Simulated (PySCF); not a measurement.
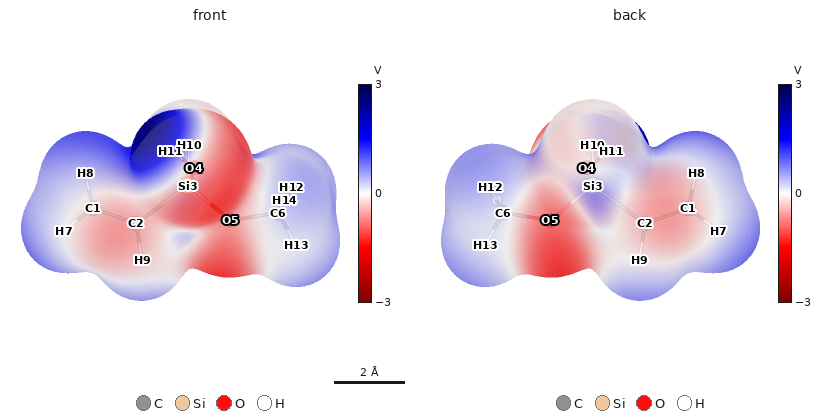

The picture shows: C$_{3}$H$_{8}$O$_{2}$Si. The electrostatic potential painted on the density surface at 0.002 e/bohr³, seen from the front and from behind; the colour scale runs from red (negative) to blue (positive).

Geometry: GFN2-xTB.

Level of theory: PBE0/def2-SVPD, SCF density, gas phase (PySCF).

Input

```
{"job": {"kind": "uv", "xc": "PBE0", "basis": "def2-SVPD", "nstates": 6, "ntriplets": 2}, "charge": 0, "multiplicity": 1}
C     -2.780632    -0.087506     0.356398
C     -1.565067    -0.509973     0.660643
Si     0.006440     0.198933    -0.084516
O      0.311248     1.740749     0.370202
O      1.159618    -0.736272     0.553512
C      2.541882    -0.552188     0.489225
H     -3.673605    -0.505842     0.795849
H     -2.943867     0.704647    -0.358001
H     -1.466206    -1.315494     1.376220
H      0.010475     0.163371    -1.551497
H     -0.326055     2.432450     0.222536
H      2.906222    -0.744176    -0.523109
H      3.008108    -1.256407     1.179422
H      2.810762     0.467236     0.770975
```

Launched as:

```sh
OMP_NUM_THREADS=1 python probes_run.py task.json out
```

> Describe the electrostatic potential map.

The most negative region (about −1.3 V) lies over O4 and O5, the most positive (about +2.6 V) over H11.

> How polar is the molecule by this calculation?

Its dipole moment is 1.11 D.
